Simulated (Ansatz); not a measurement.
**CH4Si (SMILES C[SiH]) at BHLYP/STO-3G**

What is the electronic atomisation energy of CH4Si at BHLYP/STO-3G? 

The calculation is run with Ansatz 0.2.0.

47 further runs of the same task are left out: 47 set aside as unsound or not needed.

## Step 1: Starting point

The species is CH4Si (6 atoms), meant as a singlet with charge 0. As SMILES, `C[SiH]`. The coordinates come from a PBE0-D4/def2-TZVP relaxation.

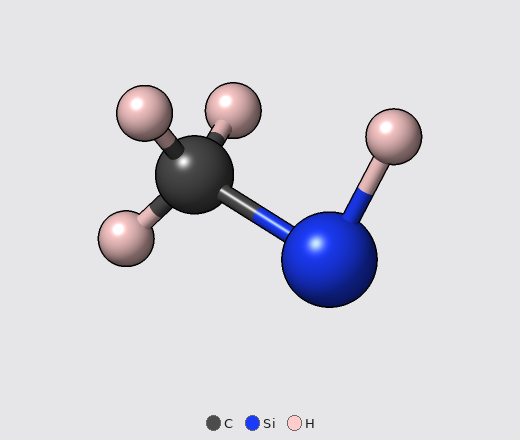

The structure, seen from a chosen angle (carbon dark grey, silicon blue, hydrogen pink).

## Step 2: The energy at BHLYP/STO-3G

Contents of molecule.yaml:

```yaml
crystal:
  periodic: [false, false, false]
  atoms:
    - {symbol: C, position_ang: [-0.093500, -0.366000, -0.370300]}
    - {symbol: Si, position_ang: [0.917300, 0.209800, 1.122300]}
    - {symbol: H, position_ang: [-1.156900, -0.410100, -0.102200]}
    - {symbol: H, position_ang: [0.215000, -1.335600, -0.763000]}
    - {symbol: H, position_ang: [-0.024000, 0.382000, -1.170800]}
    - {symbol: H, position_ang: [0.142200, 1.520000, 1.284000]}
basis:
  gaussian: {orbitals: STO-3G}
magnetization: {spin_polarized: false}
hamiltonian: {xc: {name: BHLYP}}
accuracy: high
```

Started as:

```bash
ansatz run molecule.yaml --threads 1 --pin off --max-ram 2610MiB --events-out events.jsonl --progress --plain --runs-dir runs
```

Standard output:

```text
Warning: RAYON_NUM_THREADS=1 ignored (pool sized by the plan → 1); use --threads N
Functional definition: BHLYP
  name "BHLYP"
  parameter a = 0.5
  exchange = (1 - a)*b88_x + a*exact_x
  correlation = lyp_c
311 factors; integrals over basis functions are off by at most 1.2e-8 eV
mean field evaluation 1: about -8872.4795 eV, gradient 9.0e0 eV
mean field evaluation 2: about -8872.7443 eV, gradient 4.2e0 eV
mean field evaluation 4: about -8872.8042 eV, gradient 1.3e-1 eV
mean field evaluation 8: about -8872.8007 eV, gradient 1.3e-4 eV
mean field -8872.80068050 eV, -326.0694108080 hartree, gradient 7.0e-8 eV, S^2 0.000000; 0 other end points of the search recorded, 0 dependent functions left out
reference -8872.80069962 eV, -326.0694115108 hartree; 12, 12 occupied and 6, 6 virtual orbitals, 311 factors
Total energy: -8872.80069962 eV, -326.0694115108 hartree
```

Run time: 0.86 s. Hardware: 1 thread of Arm Neoverse V2, shared host.

## Step 3: The C atom

Contents of input.yaml:

```yaml
crystal:
  periodic: [false, false, false]
  atoms:
    - {symbol: C, position_ang: [0.000000, 0.000000, 0.000000]}
basis:
  gaussian:
    orbitals: STO-3G
magnetization:
  spin_polarized: true
  initial_magnetization: 2
accuracy: high
hamiltonian:
  xc: {name: BHLYP}
```

Started as:

```bash
ansatz run input.yaml --threads 1 --pin off --max-ram 2610MiB --events-out events.jsonl --progress --plain --runs-dir runs
```

Standard output (excerpt; [...] marks lines left out):

```text
Warning: RAYON_NUM_THREADS=1 ignored (pool sized by the plan → 1); use --threads N
[... 5 set-up lines as earlier in the session ...]
15 factors; integrals over basis functions are off by at most 9.8e-10 eV
mean field evaluation 1: about -1016.2731 eV, gradient 7.8e-13 eV
mean field evaluation 2: about -1016.2731 eV, gradient 3.5e-12 eV
mean field -1016.27314326 eV, -37.3473491603 hartree, gradient 0.0e0 eV, S^2 2.000000; 0 other end points of the search recorded, 0 dependent functions left out
reference -1016.27315225 eV, -37.3473494904 hartree; 4, 2 occupied and 1, 3 virtual orbitals, 15 factors
Total energy: -1016.27315225 eV, -37.3473494904 hartree
```

It took 0.12 s on 1 thread of Arm Neoverse V2, shared host.

## Step 4: The H atom, same level

Contents of in.yaml:

```yaml
crystal:
  periodic: [false, false, false]
  atoms:
    - {symbol: H, position_ang: [0.000000, 0.000000, 0.000000]}
basis:
  gaussian: {orbitals: STO-3G}
accuracy: high
magnetization: {spin_polarized: true, initial_magnetization: 1}
hamiltonian: {xc: {name: BHLYP}}
```

Started as:

```bash
ansatz run in.yaml --threads 1 --pin off --max-ram 2610MiB --events-out events.jsonl --progress --plain --runs-dir runs
```

Standard output (excerpt; [...] marks lines left out):

```text
Warning: RAYON_NUM_THREADS=1 ignored (pool sized by the plan → 1); use --threads N
[... 5 set-up lines as earlier in the session ...]
1 factors; integrals over basis functions are off by at most 4.6e-10 eV
mean field evaluation 1: about -12.6441 eV, gradient 0.0e0 eV
mean field evaluation 2: about -12.6441 eV, gradient 0.0e0 eV
mean field -12.64407579 eV, -0.4646612147 hartree, gradient 0.0e0 eV, S^2 0.750000; 0 other end points of the search recorded, 0 dependent functions left out
reference -12.64408485 eV, -0.4646615477 hartree; 1, 0 occupied and 0, 1 virtual orbitals, 1 factors
Total energy: -12.64408485 eV, -0.4646615477 hartree
```

Run time: 0.06 s. Hardware: 1 thread of Arm Neoverse V2, shared host.

## Step 5: The Si atom at the same level

Contents of in.yaml:

```yaml
crystal:
  periodic: [false, false, false]
  atoms:
    - {symbol: Si, position_ang: [0.000000, 0.000000, 0.000000]}
basis:
  gaussian:
    orbitals: STO-3G
magnetization:
  spin_polarized: true
  initial_magnetization: 2
hamiltonian:
  xc: {name: BHLYP}
accuracy: high
```

Started as:

```bash
ansatz run in.yaml --threads 1 --pin off --max-ram 2610MiB --events-out events.jsonl --progress --plain --runs-dir runs
```

Standard output:

```text
Warning: RAYON_NUM_THREADS=1 ignored (pool sized by the plan → 1); use --threads N
[... 5 set-up lines as earlier in the session ...]
42 factors; integrals over basis functions are off by at most 2.5e-9 eV
mean field evaluation 1: about -7781.2461 eV, gradient 4.4e-1 eV
mean field evaluation 2: about -7781.2466 eV, gradient 1.7e-2 eV
mean field evaluation 4: about -7781.2467 eV, gradient 1.3e-3 eV
mean field evaluation 8: about -7781.2467 eV, gradient 1.0e-8 eV
mean field -7781.24668017 eV, -285.9555411778 hartree, gradient 1.0e-8 eV, S^2 2.000000; 0 other end points of the search recorded, 0 dependent functions left out
reference -7781.24669406 eV, -285.9555416883 hartree; 8, 6 occupied and 1, 3 virtual orbitals, 42 factors
Total energy: -7781.24669406 eV, -285.9555416883 hartree
```

Wall time 0.26 s (1 thread of Arm Neoverse V2, shared host).

## Step 6: Outcome

At BHLYP/STO-3G:

| quantity | value |
| --- | --- |
| molecule: total energy | -326.06941 Eh |
| C atom: total energy | -37.34735 Eh |
| C atom: ⟨S²⟩ | 2.000 |
| H atom: total energy | -0.46466 Eh |
| H atom: ⟨S²⟩ | 0.750 |
| Si atom: total energy | -285.95554 Eh |
| Si atom: ⟨S²⟩ | 2.000 |
| electronic atomisation energy | 24.705 eV |

Taking the molecule apart into free atoms costs 24.70 eV (2384 kJ/mol), before zero-point energy and without spin-orbit coupling. In a minimal basis such a difference can be off by several eV, whatever the method.
